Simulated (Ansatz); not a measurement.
Band structure of a sheet of CuTe (2 atoms in the cell).

```yaml
crystal:
  lattice:
    - [4.08013, 0.00000, 0.00000]
    - [-2.04006, 3.53350, 0.00000]
    - [0.00000, 0.00000, 14.00000]
  atoms:
    - { symbol: Cu, position: [0.66667, 0.33333, 0.50000] }
    - { symbol: Te, position: [0.33333, 0.66667, 0.50000] }
```

Level of theory: PBE, harder PAW files (source: ansatz) (plane waves; Ansatz, a first-principles code).

Settings: basis.ecutwfc = 700 eV; kpoints.mp_grid.grid = 9 9 1; hamiltonian.xc = pbe; hamiltonian.pseudopotentials = {kind: paw, source: ansatz}; scf.occupations.method = methfessel_paxton; scf.occupations.width = 0.2 eV; kpoints.band_path.path = [[0.0, 0.0, 0.0], [0.5, 0.0, 0.0], [0.33333333, 0.33333333, 0.0], [0.0, 0.0, 0.0]]; kpoints.band_path.npoints = 16.

The starting cell was generated: these elements placed on a structure prototype, without a prior relaxation; it need not be a known phase or ordering of this composition. Its lattice was rescaled in the plane by a random factor within 2.5 % of one. Spin-orbit coupling is off. Spin polarisation is off; with an odd number of electrons in the cell that forces a metal, and a magnetic state may lie lower.

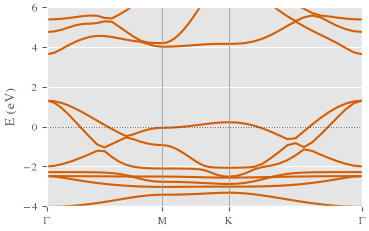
Figure. Bands along the path, energies from the Fermi level.

Levels in eV from the Fermi level, bands 14 to 21:
| point | 14 | 15 | 16 | 17 | 18 | 19 | 20 | 21 |
|---|---|---|---|---|---|---|---|---|
| Γ | -2.50 | -2.29 | -2.01 | 1.31 | 1.31 | 3.63 | 4.76 | 5.39 |
| M | -2.78 | -2.52 | -2.11 | -0.94 | -0.06 | 4.02 | 4.20 | 7.11 |
| K | -2.89 | -2.57 | -2.52 | -2.07 | 0.22 | 4.16 | 6.42 | 7.55 |

Bands cross the Fermi level along this path, so the cell is metallic at this level.

Keys are those of Ansatz 0.2.
